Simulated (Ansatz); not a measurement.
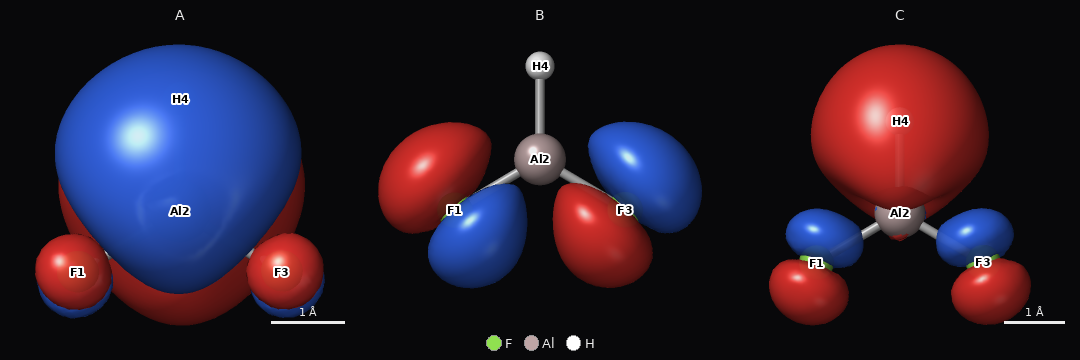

The picture shows: AlF$_{2}$H (SMILES [F][AlH][F]). Three frontier orbitals at ±0.08 Å⁻³ᐟ² (blue and red are the two phases), in no order.

Geometry: PBE0-D4/def2-TZVP.

All numbers below come from RKS PBE0-D4/def2-TZVPP (Ansatz).

```xyz
4

F    -0.0190   -0.9883    1.2925
Al    0.0391    0.0049   -0.0098
F    -1.2121   -0.0408   -1.0672
H     1.2476    0.9639   -0.2358
```

**Which picture is the HOMO−1, the HOMO and the LUMO?**

B is the HOMO−1 (−11.55 eV). Its weight (Hirshfeld) is mainly on F1 (about 45 %) and F3 (about 45 %); it is symmetric in the molecular plane (an in-plane orbital: σ, lone-pair or in-plane π type); largely a combination of lone pairs on F1 and F3. C is the HOMO (−10.12 eV). By Hirshfeld shares it lies mainly on H4 (about 50 %), Al2 (about 35 %), F1 (about 10 %) and F3 (about 10 %); it is symmetric in the molecular plane (an in-plane orbital: σ, lone-pair or in-plane π type). A is the LUMO (−0.88 eV). By Hirshfeld shares it lies mainly on Al2 (about 80 %) and H4 (about 10 %); it changes sign across the molecular plane (π type).

**What is the HOMO–LUMO gap?**

9.24 eV between the orbital energies.
